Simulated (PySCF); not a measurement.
## NMR shielding calculation of B₂Si₂H₈O₃

System: B₂Si₂H₈O₃, SMILES OB(O)OB([SiH3])[SiH3].
Method: GIAO PBE0/pcSseg-1 NMR shielding, non-relativistic, gas phase (PySCF 2.14.0).

The geometry comes from this level: PBE0-D3(BJ)/def2-SVP. Figures and captions count atoms from 1; the log counts them from 0 in places.

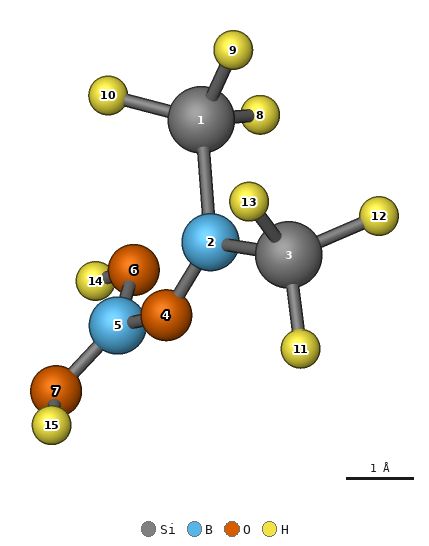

**Figure 1.** The structure as given in the input (ball-and-stick view, seen at a tilt; atoms are numbered from 1 in the order of the input).

The input:
```
{"job": {"kind": "nmr", "xc": "PBE0", "basis": "pcSseg-1"}, "charge": 0, "multiplicity": 1}
Si    -0.998420     0.376471     1.588914
B     -0.101759     0.486939    -0.252066
Si    -0.441564     2.135751    -1.403880
O      0.717560    -0.482997    -0.736107
B      0.981419    -1.739677    -0.212790
O      0.090105    -2.294388     0.639980
O      2.114011    -2.391716    -0.573336
H     -2.212997    -0.497857     1.540582
H     -1.461967     1.746112     1.989059
H     -0.084034    -0.118439     2.667879
H      0.108810     2.044120    -2.794721
H     -1.916427     2.394282    -1.493877
H      0.165767     3.336019    -0.738478
H      0.373488    -3.151810     0.972649
H      2.655226    -1.876395    -1.180239
```

The first line tells a small driver script what to run in PySCF; the rest is the geometry in Å.

Hardware: 1 CPU thread, shared host.

Launched with:
```bash
OMP_NUM_THREADS=1 python <driver script> task.json out
```

Log:
```
coarse grid: 13640 points
cycle   1  E = -858.5066632729  dE =  6.028e-01  |g| = 9.663e-01  |ddm| = 3.338e+00
cycle   2  E = -858.3431207819  dE =  1.635e-01  |g| = 1.362e+00  |ddm| = 1.516e+00
cycle   3  E = -858.6671860346  dE = -3.241e-01  |g| = 1.076e-01  |ddm| = 1.063e+00
cycle   4  E = -858.6688244944  dE = -1.638e-03  |g| = 6.195e-02  |ddm| = 1.135e-01
cycle   5  E = -858.6694801658  dE = -6.557e-04  |g| = 8.481e-03  |ddm| = 4.147e-02
cycle   6  E = -858.6694935584  dE = -1.339e-05  |g| = 2.841e-03  |ddm| = 1.156e-02
cycle   7  E = -858.6694961343  dE = -2.576e-06  |g| = 3.321e-04  |ddm| = 4.833e-03
final grid: 122872 points
cycle   8  E = -858.7355497438  dE = -3.557e-05  |g| = 7.234e-03  |ddm| = 1.800e-02
cycle   9  E = -858.7355414701  dE =  8.274e-06  |g| = 1.004e-02  |ddm| = 9.730e-03
cycle  10  E = -858.7355588608  dE = -1.739e-05  |g| = 6.387e-04  |ddm| = 5.956e-03
cycle  11  E = -858.7355589295  dE = -6.871e-08  |g| = 3.436e-04  |ddm| = 9.845e-04
cycle  12  E = -858.7355589500  dE = -2.043e-08  |g| = 6.535e-05  |ddm| = 2.688e-04
cycle  13  E = -858.7355589509  dE = -9.013e-10  |g| = 1.369e-05  |ddm| = 8.625e-05
```

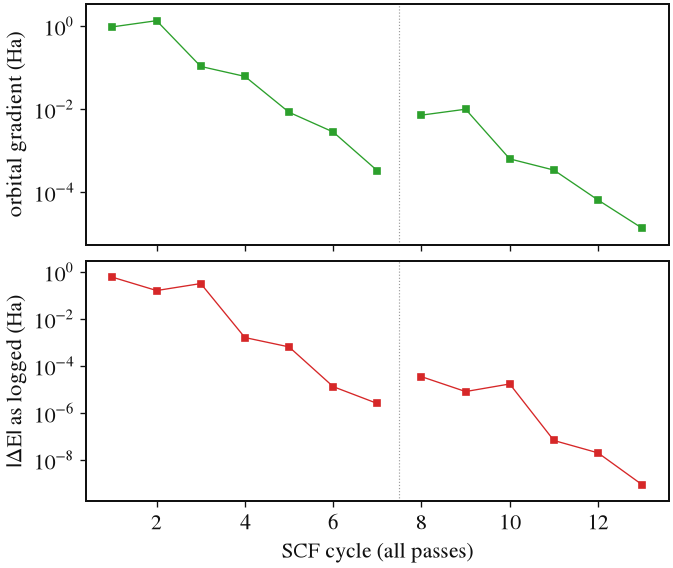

**Figure 2.** Convergence of the self-consistent field: orbital gradient and size of the energy change against the SCF cycle. The dotted line marks the change from a coarse to the final integration grid. The first 7 cycles use a coarse grid, the final grid takes over at cycle 8, and the field converges after 13 cycles in all.

```
converged SCF energy = -858.7355589509

GIAO shielding tensors (ppm)
atom      isotropic    diamagn.    paramagn.     s11        s22        s33       span
  0 Si     461.266     881.185    -419.919    434.869    467.411    481.516     46.648
  1 B        9.524     197.880    -188.356   -108.518     36.803    100.288    208.805
  2 Si     454.545     880.230    -425.685    430.155    455.105    478.377     48.222
  3 O       34.294     396.090    -361.795   -183.348    -59.241    345.471    528.819
  4 B       81.972     197.303    -115.331     62.273     83.744     99.899     37.626
  5 O      244.231     389.197    -144.965    173.182    274.165    285.347    112.165
  6 O      239.279     385.838    -146.560    166.462    266.670    284.704    118.242
  7 H       27.621      29.354      -1.733     24.390     27.010     31.464      7.075
  8 H       27.749      29.794      -2.045     24.595     26.484     32.167      7.572
  9 H       27.912      29.761      -1.849     24.145     27.757     31.836      7.691
 10 H       27.958      28.535      -0.577     24.480     26.357     33.038      8.558
 11 H       27.545      28.559      -1.014     24.761     26.491     31.382      6.621
 12 H       27.580      28.601      -1.021     25.027     26.187     31.527      6.500
 13 H       27.761      29.172      -1.411     20.916     24.068     38.299     17.383
 14 H       27.573      31.907      -4.333     21.045     23.799     37.875     16.830
```

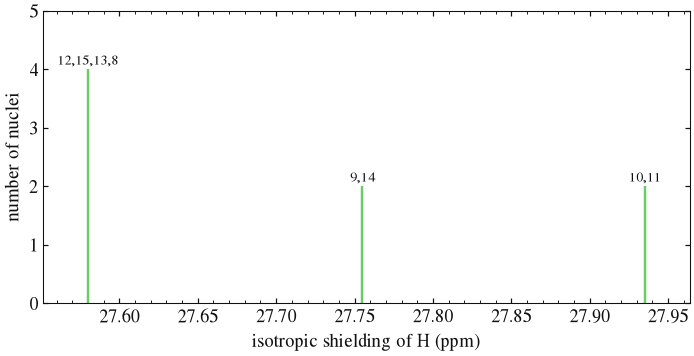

**Figure 3.** Isotropic shieldings of the hydrogen nuclei in this fixed geometry, labelled by atom number; shielding grows to the right, so chemical shift grows to the left. The least shielded is H12 (27.5 ppm), the most shielded H11 (28.0 ppm).

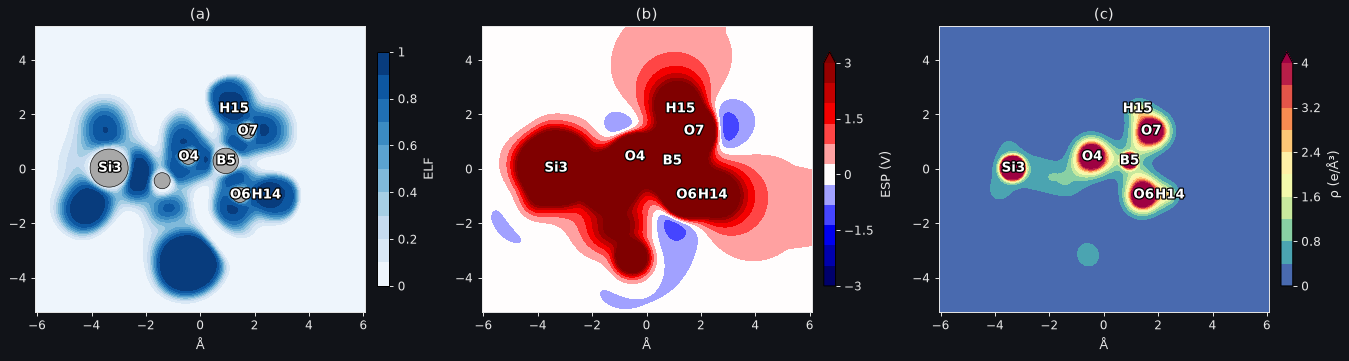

**Figure 4.** (a) ELF; (b) molecular electrostatic potential; (c) total electron density on the plane of atoms O6, B5 and O7. Grey discs, where drawn, cover atomic cores. Atoms in the plane: Si, O, B and H. O–H (0.96 Å): ρ at the midpoint is about 3.7 e/Å³, with its minimum of 2.4 e/Å³ about 0.8 Å from O; the ELF climbs to about 1 towards the hydrogen, as it does in any bond to H (a covalent bond by its length).

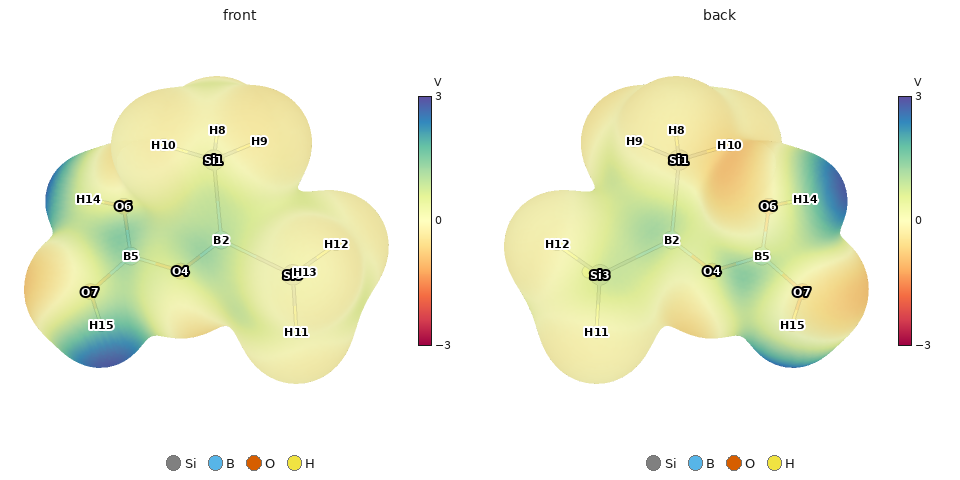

**Figure 5.** The molecular electrostatic potential painted on the density surface at 0.002 e/bohr³, seen at a tilt and from behind; the colour scale runs from red (negative) to blue (positive). A positive charge is drawn to the negative regions and a negative charge to the positive ones. Its dipole moment is 2.72 D.

Key numbers:

- outcome: converged
- total energy: −858.735559 hartree
- HOMO: −7.08 eV
- LUMO: −1.77 eV
- dipole moment: 2.72 D
- isotropic shielding, Si: 454.5 to 461.3 ppm
- isotropic shielding, B: 9.5 to 82.0 ppm
- isotropic shielding, O: 34.3 to 244.2 ppm
- isotropic shielding, H: 27.5 to 28.0 ppm
- wall time: 28 s
- peak memory: 0.94 GiB
